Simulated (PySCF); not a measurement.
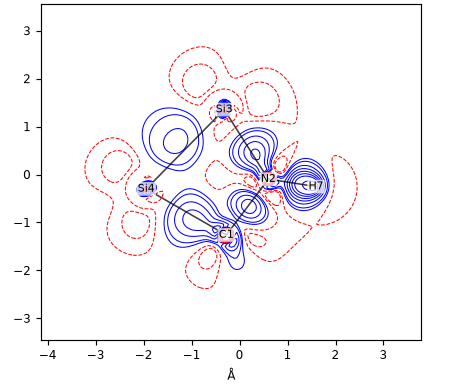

*CH7NSi2, SMILES `C1N[SiH2][SiH2]1`. Deformation density (molecule less spherical, spin-averaged free atoms) in the plane of C1, N2, Si3, Si4 and H7; contours at ±0.05 to ±0.8 e/Å³; solid blue lines: gain, dashed red lines: loss.*

Level of theory: PBE0/6-311+G** (PySCF), at a geometry from GFN2-xTB. No frequency check shows the geometry to be a minimum.

**Describe the bonding that the map shows.**

N2–H7: +0.81 e/Å³ at the bond critical point (bond length 1.01 Å). C1–N2: +0.25 e/Å³ at the bond critical point (bond length 1.46 Å). Si3–Si4: +0.23 e/Å³ at the bond critical point (bond length 2.32 Å). C1–Si4: +0.16 e/Å³ at the bond critical point (bond length 1.93 Å). N2–Si3: +0.12 e/Å³ at the bond critical point (bond length 1.72 Å); up to 0.6 Å beside the axis the gain reaches +0.42 e/Å³. In all, 2.7 electrons gather in the regions of gain relative to the promolecule. A small or negative value marks a very polar bond, one between electron-rich atoms, whose free-atom densities already overlap strongly, a long bond to a heavier atom, or a closed-shell contact such as a hydrogen bond.

**Where do the Hirshfeld charges lie?**

The highest Hirshfeld charge is on Si3 (+0.28 e), the lowest on N2 (−0.26 e).

| atom | charge (e) |
| --- | --- |
| C1 | −0.12 |
| N2 | −0.26 |
| Si3 | +0.28 |
| Si4 | +0.25 |
| H5 | +0.03 |
| H6 | +0.03 |
| H7 | +0.11 |
| H8 | −0.09 |
| H9 | −0.09 |
| H10 | −0.07 |
| H11 | −0.07 |
